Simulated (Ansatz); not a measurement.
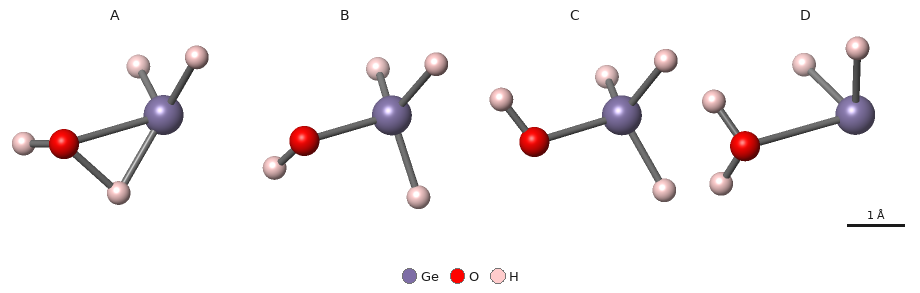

4 geometries from a converged minimum-energy path of GeH₄O, shuffled. Style: ball-and-stick. Shown at a tilt.

Theory: RKS PBE0-D4/def2-mTZVP in Ansatz 0.2.0. Set-up: 7 movable images; climbing image; force threshold 0.05 eV/Å; iteration limit 60; starting path through a guess of the saddle point.

**One of them is the converged climbing image. Which?**

A. In order along the path, whose images run from 0 to 8: C (image 0, 0.0 kJ/mol), B (image 3, +18.2 kJ/mol), A (image 5, +252.9 kJ/mol), D (image 8, +119.1 kJ/mol). A hydrogen atom shifts from one atom to another. Breaking: Ge–H (1.53 → 2.69 Å). Forming: H–O (2.62 → 0.97 Å).

The run took 2.3 min on 1 thread of Intel(R) Xeon(R) CPU @ 2.60GHz (Ice Lake) (shared host), peak memory 0.16 GiB.
